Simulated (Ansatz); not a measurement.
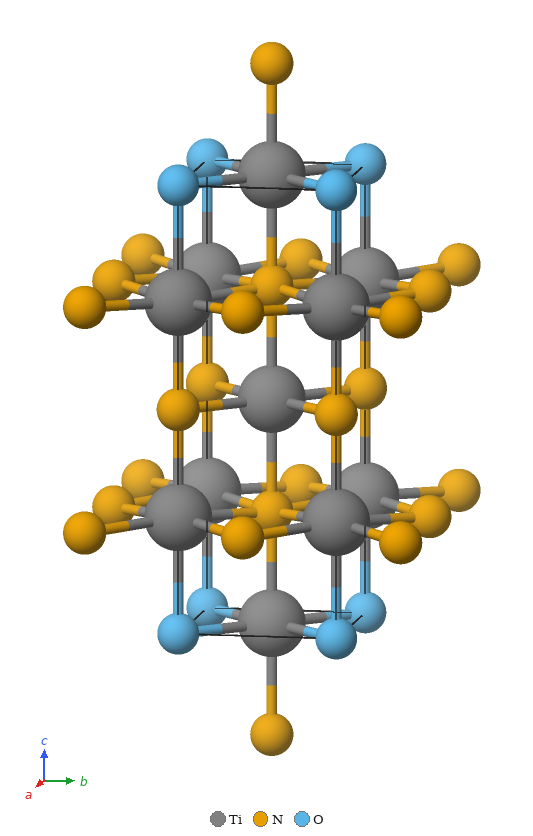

The figure gives a ball-and-stick picture of the atoms, viewed slightly off an axis. The parallelepiped is the simulation cell. Some atoms of the next cells are drawn as well.

The input:
```yaml
crystal:
  lattice:
    - [3.0111522665, 0.0, 0.0]
    - [0.0, 3.0111522665, 0.0]
    - [0.0, 0.0, 8.519896636]
  atoms:
    - { symbol: Ti, position: [0.0, 0.0, 0.7400555231] }
    - { symbol: Ti, position: [0.5, 0.5, 0.0] }
    - { symbol: Ti, position: [0.0, 0.0, 0.2599444769] }
    - { symbol: Ti, position: [0.5, 0.5, 0.5] }
    - { symbol: "N", position: [0.5, 0.5, 0.2483437698] }
    - { symbol: "N", position: [0.0, 0.0, 0.5] }
    - { symbol: "N", position: [0.5, 0.5, 0.7516562302] }
    - { symbol: O, position: [0.0, 0.0, 0.0] }
basis:
  ecutwfc: 420
kpoints:
  mp_grid: { grid: [12, 12, 6] }
  band_path:
    path:
      - [[0.0, 0.0, 0.0], [0.0, 0.5, 0.0], [0.5, 0.5, 0.0], [0.0, 0.0, 0.0], [0.0, 0.0, 0.5], [0.0, 0.5, 0.5], [0.5, 0.5, 0.5], [0.0, 0.0, 0.5]]
      - [[0.0, 0.5, 0.0], [0.0, 0.5, 0.5]]
      - [[0.5, 0.5, 0.0], [0.5, 0.5, 0.5]]
    npoints: 14
hamiltonian:
  xc: pbe
scf:
  occupations: { method: gaussian, width: 0.1 }
  n_extra_bands: 20
output:
  forces: true
  stress: true
  eigenvalues: true
  populations: true
  dos: { projected: true, de: 0.02, nscf_kmesh: { grid: [15, 15, 8] } }
  bader: true
  write_density: true
  write_potential: true
  elf: true
  volumetric_format: npy
```
Run as:
```sh
ansatz run input.yaml --threads 1 --pin off --max-ram 2560MiB --backend cpu --events-out ev --progress --plain --runs-dir out
```

Setup: Ansatz, DFT PBE, scalar-relativistic, plane waves, PAW; plane waves to 420 eV, Brillouin-zone sampling on a 12×12×6 mesh, Gaussian smearing of 0.1 eV, no spin polarisation.

### List the Bader charges.

Ti +1.67 to +1.71 e; N -1.78 e; O -1.45 e.

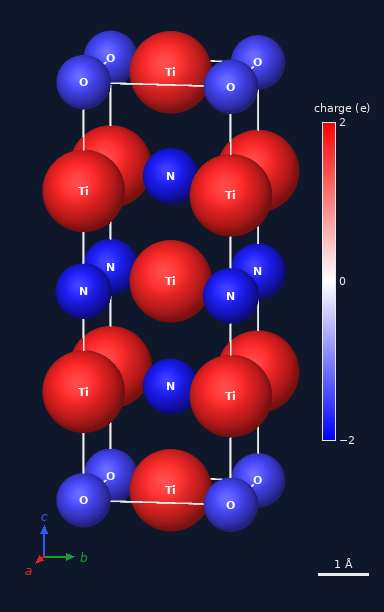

The atoms coloured by those charges.

Origin of the cell: a structure type filled with these elements by a generator (whether the compound takes this form wasn't checked). Earlier steps of the study, as a rule a relaxation of our own, may have changed the cell and positions, so they can lie some per cent off the listed ones. It went into a calculation with Ansatz.
